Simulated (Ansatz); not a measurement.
**H10OSi4 (SMILES O[SiH2][SiH]([SiH3])[SiH3]): density, localisation and related maps**

```xyz
15

O    -0.8253   -1.4238    0.7723
Si   -1.6155   -0.6851   -0.5098
Si    0.1157   -0.0531   -1.9592
Si    2.0324   -0.0223   -0.6034
Si   -0.3014    2.0882   -2.8188
H    -1.3656   -1.6914    1.5258
H    -2.6068   -1.6037   -1.1581
H    -2.3749    0.5256   -0.0509
H     0.2796   -1.0375   -3.0780
H     3.2078    0.5107   -1.3613
H     1.7812    0.8749    0.5649
H     2.3582   -1.3946   -0.1154
H     0.7977    2.5216   -3.7352
H    -1.5932    2.1246   -3.5722
H    -0.3886    3.0568   -1.6826
```

Geometry: r2SCAN-D4/def2-SVP.

Method: isolated molecule in a Gaussian basis; Kohn-Sham density functional theory, functional PBE0 in Ansatz.

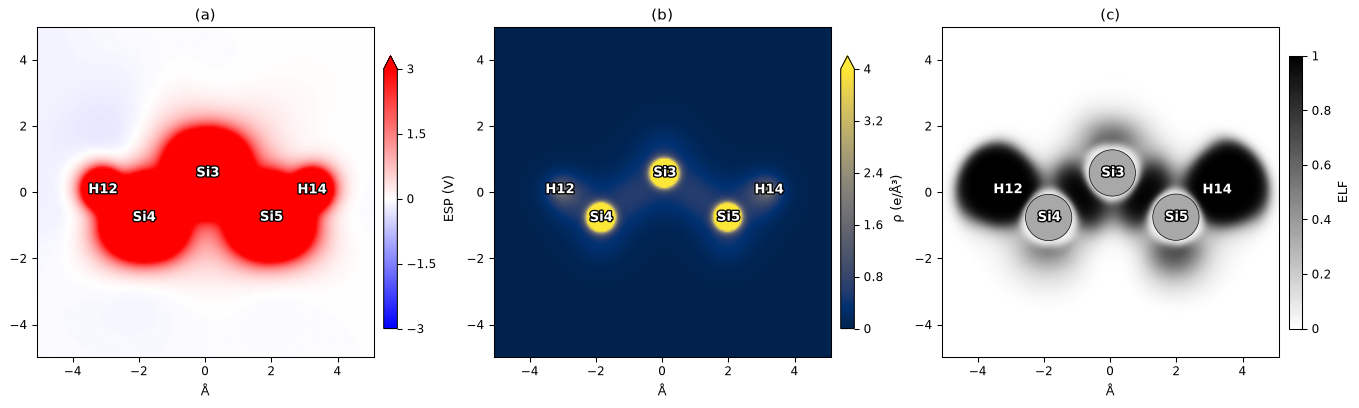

Figure 1. (a) electrostatic potential; (b) electron density; (c) ELF on the plane of atoms Si3, Si4 and H12. Grey discs cover the atomic cores in the ELF map.

**What does the map show?**

- The section cuts through Si and H sites.
- Si–Si (2.35 Å): ρ at the midpoint is about 0.62 e/Å³; the ELF peaks at about 1 between the atoms; localised, covalent bonding.
- Si–H (1.49 Å): ρ is about 0.75 e/Å³ halfway; the ELF climbs to about 1 towards the hydrogen, as it does in any bond to H.
- The potential has no marked negative region in this plane.

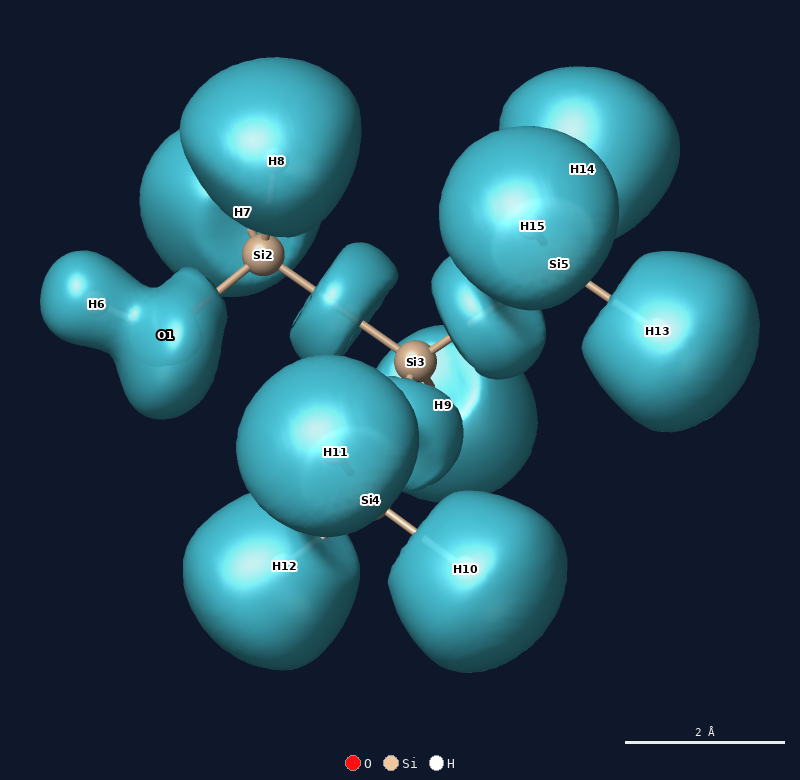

Figure 2. Isosurface of the electron localisation function at 0.75 (cyan), seen at a tilt. Only the valence region is drawn (cores and ρ < 0.01 e/Å³ removed).

**What do the ELF domains correspond to?**

The surface consists of three regions between bonded Si–Si atoms (shared pairs), nine regions around hydrogen nuclei and one joined region spread over several atoms (H, O), in which their bonds and any lone pairs are merged. Profiles from the grid: Si–O (1.68 Å): the ELF peaks at about 0.90 between the atoms (a polar covalent bond). Si–Si (2.34 Å): the ELF peaks at about 1 between the atoms (localised, covalent bonding).

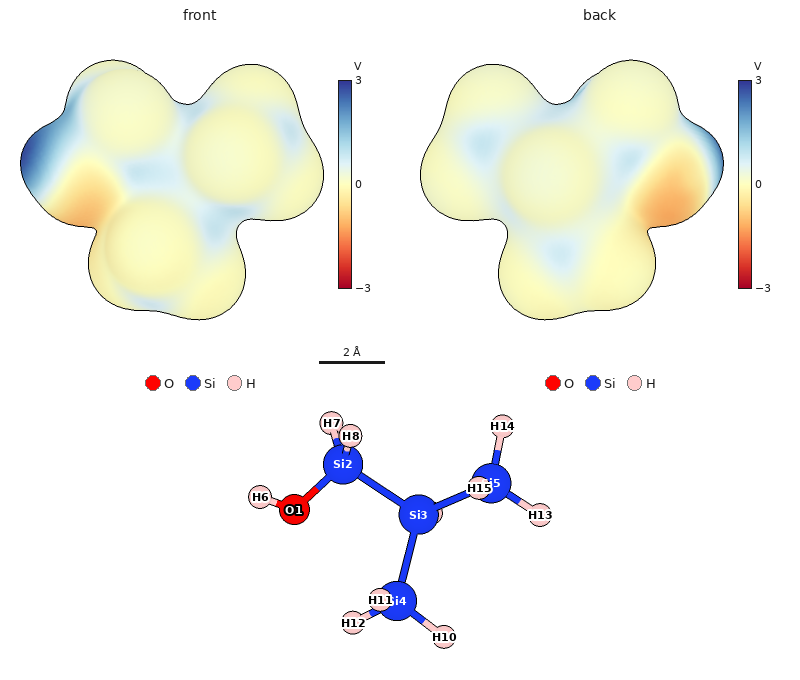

Figure 3. The electrostatic potential painted on the density surface at 0.002 e/bohr³, seen from the front and from behind; the colour scale runs from red (negative) to blue (positive). The bare structure is drawn below in the same view.

**Where is the surface potential most negative and most positive?**

The most negative region (about −1.1 V) lies over O1, the most positive (about +2.6 V) over H6. O1 is the likeliest acceptor of a hydrogen bond.

**How polar is the molecule by this calculation?**

Its dipole moment is 1.36 D.
